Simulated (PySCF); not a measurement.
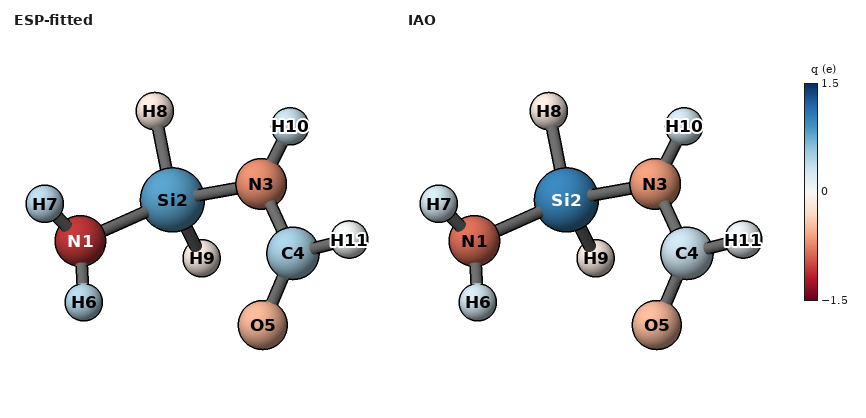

Atomic charges of one calculation by 2 schemes, on one colour scale. Computed geometry: PBE0-D3(BJ)/def2-SVP optimisation. No frequency run is at hand to confirm it as a minimum. Level of theory: PBE0/pcSseg-1 (PySCF 2.14.0).

Question. On which atom do the schemes disagree most?

Answer. On N1 (from −1.06 to −0.83 e).

List the charges (e), one line for each set of equivalent atoms.

```json
{"atom": "N1", "ESP-fitted": "−1.06", "IAO": "−0.83"}
{"atom": "Si2", "ESP-fitted": "0.81", "IAO": "0.97"}
{"atom": "N3", "ESP-fitted": "−0.69", "IAO": "−0.62"}
{"atom": "C4", "ESP-fitted": "0.48", "IAO": "0.32"}
{"atom": "O5", "ESP-fitted": "−0.50", "IAO": "−0.48"}
{"atom": "H6", "ESP-fitted": "0.43", "IAO": "0.27"}
{"atom": "H7", "ESP-fitted": "0.41", "IAO": "0.26"}
{"atom": "H8", "ESP-fitted": "−0.14", "IAO": "−0.14"}
{"atom": "H9", "ESP-fitted": "−0.11", "IAO": "−0.13"}
{"atom": "H10", "ESP-fitted": "0.34", "IAO": "0.27"}
{"atom": "H11", "ESP-fitted": "0.03", "IAO": "0.10"}
```
